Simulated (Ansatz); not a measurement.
We consider bcc Rb, described by rVV10 (Ansatz, a quantum-chemistry and plane-wave program, PAW).

Numerical settings: plane-wave cutoff 520 eV, 14×14×14 k mesh, Fermi–Dirac smearing 0.05 eV, scalar-relativistic PAW data made under PBE.

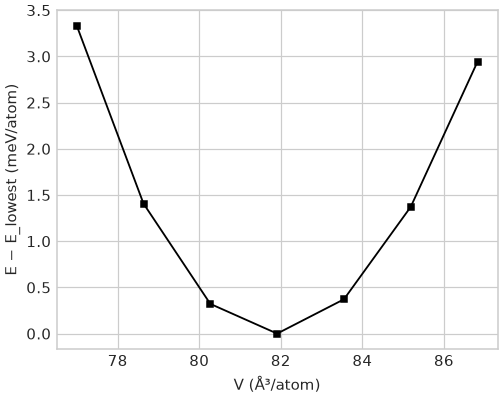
Fig. 1. Total energy against volume

From the curve, estimate the equilibrium volume and the bulk modulus.

V0 ≈ 81.8 Å³/atom and B0 ≈ 3.4 GPa; the fit gives V0 = 81.825 Å³/atom, B0 = 3.40 GPa, B′ = 3.8.

Measured, for comparison: bulk modulus 2.92 GPa (corrected for temperature and zero-point phonon effects, our sources range from 2.92 to 3.60; as tabulated in Levämäki et al. (2014), arXiv:1402.3671); equilibrium volume per atom 86.68 Å³/atom (low-temperature or extrapolated to 0 K; zero-point anharmonic expansion removed; as tabulated in Csonka et al. (2009), arXiv:0903.4037). Computed (rounded) less measured: bulk modulus not scored (sources differ), equilibrium volume per atom -5.6 %.
